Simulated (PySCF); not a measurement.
## Electronic structure of C$_{2}$H$_{10}$FGe$_{2}$N in real space

```xyz
16

C     2.3932   -0.7355   -0.4450
Ge    0.7832    0.0455    0.3770
N     0.7504    1.8262   -0.0164
C    -0.8827   -0.6867   -0.4401
F    -0.8703   -2.0713   -0.2145
Ge   -2.5984   -0.0221    0.2772
H     3.2908   -0.4519    0.0982
H     2.4888   -0.3902   -1.4713
H     2.3287   -1.8199   -0.4505
H     0.7237   -0.2546    1.8736
H    -0.0155    2.3637    0.3656
H     1.6063    2.3327    0.1589
H    -0.8525   -0.5648   -1.5266
H    -2.8631    1.3740   -0.1912
H    -2.5817   -0.0222    1.7725
H    -3.7085   -0.9139   -0.1788
```

Geometry: GFN2-xTB.

These are results of B3LYP/def2-SVPD, SCF density, gas phase in PySCF, not measurements.

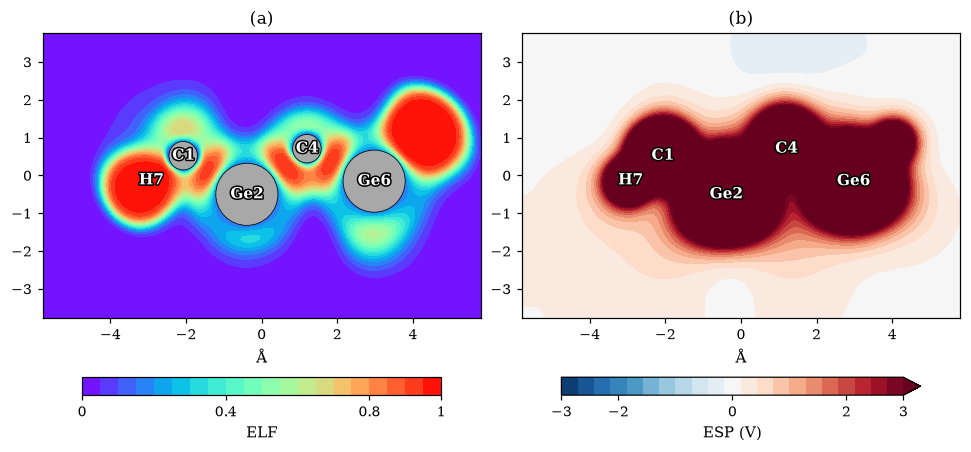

Figure 1. (a) ELF; (b) electrostatic potential on the plane of atoms Ge2, C4 and Ge6. Grey discs cover the atomic cores in the ELF map.

> Describe what can be read from this map.

The plane passes through C, Ge and H nuclei.
C–Ge (1.97 Å): the ELF peaks at about 0.95 in the valence shell of C, 0.7 Å from its nucleus, and is about 0.70 at the midpoint.
C–H (1.09 Å): the ELF climbs to about 1 towards the hydrogen, as it does in any bond to H (an ordinary covalent bond to hydrogen).
The potential has no marked negative region in this plane.

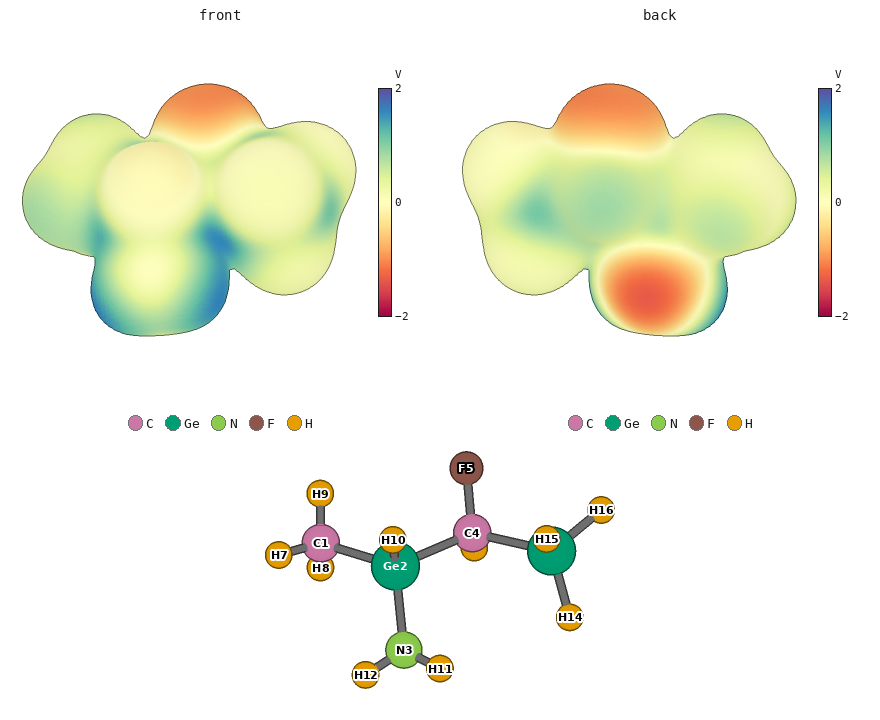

Figure 2. The molecular electrostatic potential painted on the density surface at 0.002 e/bohr³, seen from the front and from behind; the colour scale runs from red (negative) to blue (positive). The bare structure is drawn below in the same view.

> Which sites attract a positive test charge, and which a negative one?

A positive charge is drawn to the negative regions and a negative charge to the positive ones. The most negative region (about −1.3 V) lies over N3, the most positive (about +1.6 V) over Ge2, Ge6, H11 and H12. N3 is the likeliest acceptor of a hydrogen bond.

> What dipole moment does the calculation give?

Its dipole moment is 1.93 D.
